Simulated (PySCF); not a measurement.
System: C4H11OSb (SMILES [H][Sb]([H])[O]C(C)(C)C).

```xyz
17

Sb    1.4900    2.2399    0.1486
H     2.7330    2.2987   -1.0361
H     0.5980    3.4368   -0.7143
O     0.6054    0.6889   -0.7712
C    -0.1332   -0.2834   -0.0502
C    -1.3123    0.3650    0.6745
C    -0.6405   -1.2474   -1.1190
C     0.7650   -1.0233    0.9409
H    -1.9407   -0.3847    1.1791
H    -0.9607    1.0709    1.4467
H    -1.9368    0.9202   -0.0415
H    -1.2634   -0.7052   -1.8451
H    -1.2359   -2.0595   -0.6747
H     0.2102   -1.6853   -1.6610
H     1.1491   -0.3383    1.7151
H     1.6247   -1.4642    0.4140
H     0.2196   -1.8296    1.4546
```

Geometry: PBE0-D3(BJ)/def2-SVP; core potentials replace the inner electrons of Sb.

These are results of PySCF 2.14.0, B3LYP/def2-SVPD, SCF density, gas phase, scalar-relativistic core potentials on the heavy atoms, not measurements.

### What will maps of the electron density and electron localisation function show?

C–O (1.42 Å): ρ at the midpoint is about 2 e/Å³, with its minimum of 1.7 e/Å³ about 0.5 Å from C; the ELF peaks at about 0.90 between the atoms: a polar covalent bond.
C–C (1.53 Å): the density is about 1.7 e/Å³ at the midpoint; the ELF peaks at about 0.95 between the atoms; a shared electron pair.
Sb–O (2.01 Å): the density is about 0.71 e/Å³ at the midpoint; the ELF peaks at about 0.85 in the valence shell of O, 0.6 Å from its nucleus, and drops to about 0.15 between the two atoms.
C–H (1.10 Å): the density is about 1.9 e/Å³ at the midpoint; the ELF climbs to about 1 towards the hydrogen, as it does in any bond to H (a covalent bond by its length).

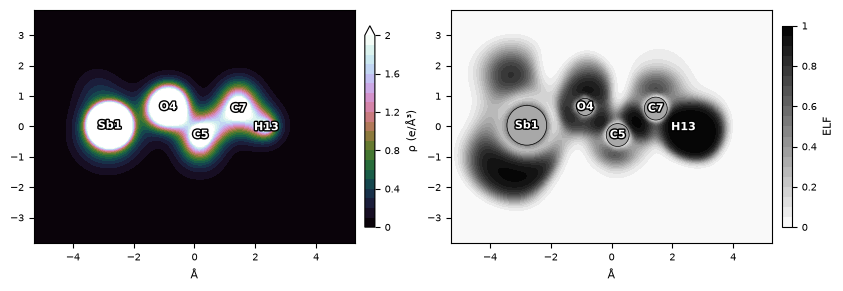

Computed electron density and electron localisation function on the plane of atoms Sb1, O4 and C5, in this order. Grey discs cover the atomic cores in the ELF map. 
